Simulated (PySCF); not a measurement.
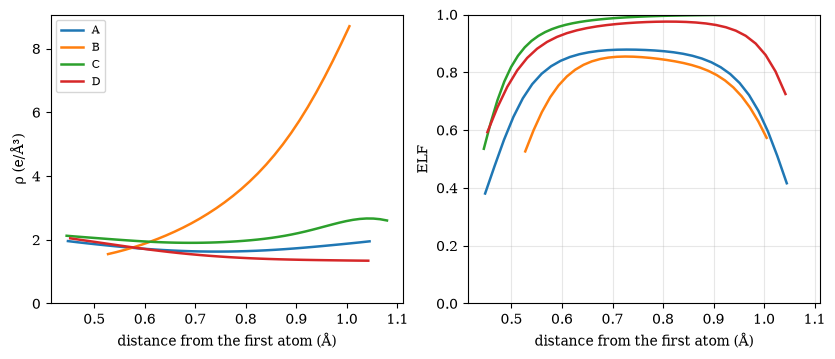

Figure. C$_{6}$H$_{9}$BF$_{2}$ (SMILES FB(F)C1CC2(CC2)C1). Total electron density and electron localisation function along straight lines between neighbouring atoms. The curves leave out the atomic cores.

Geometry: GFN2-xTB.

Level of theory: PySCF 2.14.0, PBE0/pcSseg-1, SCF density, gas phase, non-relativistic.

```xyz
18

F     2.2758    1.6960   -1.6790
B     2.5295    0.7715   -0.7745
F     3.7754    0.7880   -0.3396
C     1.4399   -0.2278   -0.2363
C     0.3659    0.4068    0.7031
C    -0.7203   -0.1494   -0.1999
C    -2.0541    0.4567   -0.4857
C    -1.9597   -0.8580    0.2369
C     0.3021   -0.6489   -1.2050
H     1.8988   -1.0932    0.2434
H     0.3773    0.0240    1.7218
H     0.3953    1.4956    0.7325
H    -2.3496    1.3286    0.0782
H    -2.4078    0.4556   -1.5055
H    -2.1935   -0.8788    1.2909
H    -2.2498   -1.7529   -0.2933
H     0.3034   -0.0925   -2.1415
H     0.2626   -1.7148   -1.4229
```

Which curve belongs to which contact (B–F, C–B, C–C and C–H)? The first atom named is at distance zero.

Answer. Curve A: C–C (1.49 Å): the density is about 1.6 e/Å³ at the midpoint; the ELF peaks at about 0.90 between the atoms; localised, covalent bonding. Curve B: B–F (1.32 Å): ρ at the midpoint is about 2.3 e/Å³; the ELF peaks at about 0.85 between the atoms: a polar covalent bond. Curve C: C–H (1.08 Å): ρ is about 2 e/Å³ halfway; the ELF climbs to about 1 towards the hydrogen, as it does in any bond to H (an ordinary covalent bond to hydrogen). Curve D: C–B (1.57 Å): ρ at the midpoint is about 1.4 e/Å³; the ELF peaks at about 1 between the atoms (a shared electron pair).
